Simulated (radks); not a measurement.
# Mg⁺: atomic calculation

The Mg⁺ ion in the configuration [Ne] 3s1. Computed at this level: Dirac Kohn-Sham, PBEsol, spin-unpolarised, spherical densities, point nucleus (the in-house radial solver radks).

Results in brief:

```tsv
quantity	value
outcome	converged
total energy	−199.549428 hartree
kinetic energy	199.800821 hartree
electron–nucleus energy	−475.738751 hartree
Hartree energy	92.082468 hartree
exchange–correlation energy	−15.693966 hartree
radius at density 0.001 e/bohr³	3.82 bohr
SCF iterations	14
hardware	1 CPU thread, shared host
```

Input:
```
Z 12
configuration [Ne] 3s1 3p0 4s0 3d0 4f0
relativity Dirac
functional pbe_sol,pbe_sol
spin unpolarised
j_filling average
nucleus point
c 137.035999084
```

Energies in input and log are in hartree, lengths in bohr.

The run was one of a batch that the task file lists, launched with:
```bash
python <driver script> task.json out
```

Output:
```
1s1/2   1   2.0000         -46.51631853
2s1/2   1   2.0000          -3.25786403
2p1/2   1   2.0000          -2.05023853
2p3/2   1   4.0000          -2.03963246
3s1/2   1   1.0000          -0.41563552
3p1/2   1   0.0000          -0.25794456
3p3/2   1   0.0000          -0.25746527
4s1/2   1   0.0000          -0.11935055
3d3/2   1   0.0000          -0.10231236
3d5/2   1   0.0000          -0.10230845
4f5/2   1   0.0000          -0.03426439
4f7/2   1   0.0000          -0.03426427
Etot -199.54942785790564
Ekin 199.80082112920826
Encl -475.73875054478685
Eh 92.08246782591817
Exc -15.693966268245228
err 1.0195103312813966e-09
it 14
```

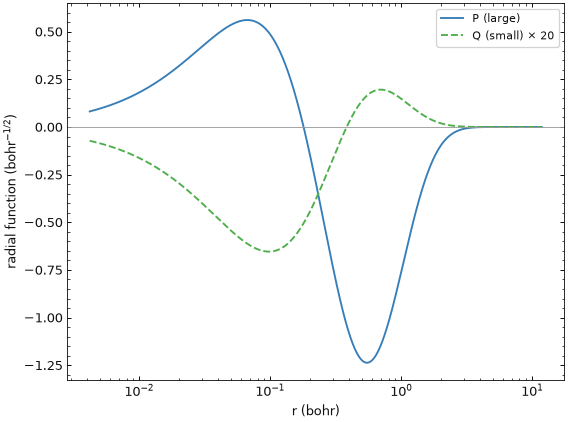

**Figure 1.** The large and small radial components of the 2s1/2 spinor. The spinor has κ = −1: the large component has l = 0 and 1 radial node (r = 0.180 bohr), the small one has l = 1. The small component carries 0.023 % of the norm; ⟨r⟩ = 0.698 bohr and the eigenvalue is −88.7 eV.

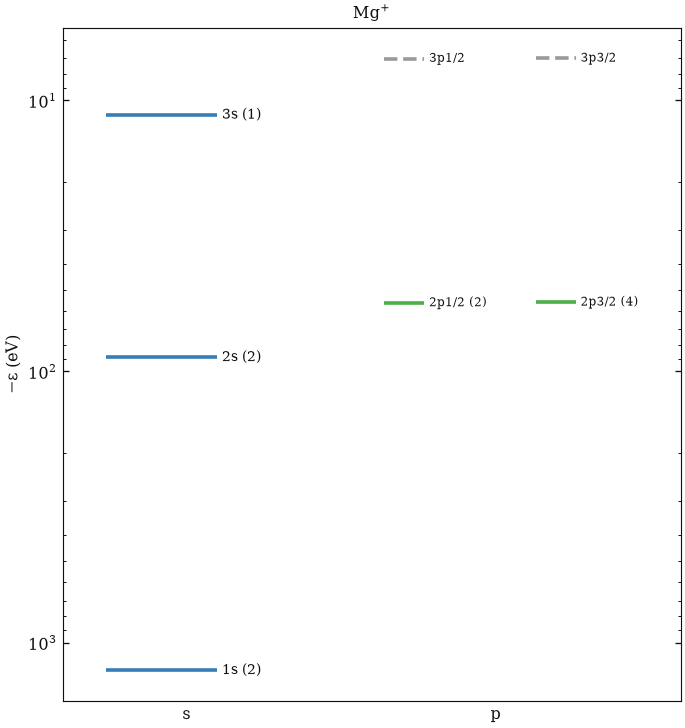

**Figure 2.** The occupied levels and a few empty ones, on a logarithmic scale of binding energy, are drawn (occupations in brackets, the lower j at the left of each column, empty levels dashed). The highest occupied level is 3s at −11.3 eV. From the top down the occupied levels run 3s (−11.3 eV), 2p3/2 (−55.5 eV), 2p1/2 (−55.8 eV), 2s (−88.7 eV), 1s (−1266 eV). The lowest empty level drawn is 3p1/2 at −7.02 eV. Spin-orbit splittings: 3p 0.0130 eV, 2p 0.289 eV. The measured ionisation energy (NIST) is 15.0 eV; minus the highest level, 11.3 eV, lies 25 % below it, as is usual for a semilocal functional, whose potential decays too fast.
